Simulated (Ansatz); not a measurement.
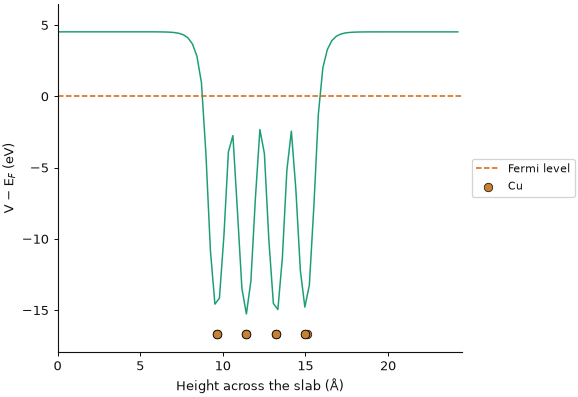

Plane-averaged electrostatic potential energy of an electron across the slab; circles at the bottom mark the heights of the atoms.

Calculation on a (100) slab cut from Cu (Fm-3m), 16 atoms in the cell, the slab at its places in the relaxed adsorbed structure.

Computed with Ansatz: DFT PBE+D3(BJ), scalar-relativistic, plane waves, PAW, no spin polarisation, 4×4×1 k mesh, 420 eV cutoff.

Q: Read off the work function of each face.

A: The work function is 4.53 eV, the same on both faces. The two vacuum levels agree, so the slab has no net dipole along its normal.

Q: How thick are slab and vacuum?

A: The outermost atoms are 5.5 Å apart, which leaves 19.0 Å of vacuum in a cell 24.5 Å high.

The atoms aren't at rest in this cell (largest force 0.4 eV/Å), so the relaxed material can differ.
